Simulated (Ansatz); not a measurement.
The parent structure is AlN in the wurtzite structure (space group P6_3mc, No. 186; a = 3.1138 Å, c = 4.9833 Å). Axes: x lies along a and z along c of the hexagonal cell.

The change: uniaxial strain ε_zz = +1.20 %, all other strain components held at zero, atoms relaxed at fixed cell.

Computed with PBEsol, PAW, 420 eV (Ansatz, a quantum-chemistry and plane-wave program; scalar-relativistic without spin-orbit coupling).

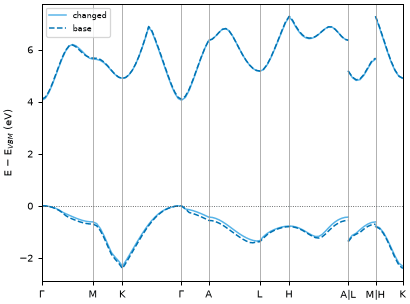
Figure: Highest valence and lowest conduction band along the path, each from its own valence-band maximum

### Question
From the figure, how large is the changed gap, and is it direct?

### Answer
About 4.1 eV, direct at Γ.

Whether these cells are dynamically stable was not tested.
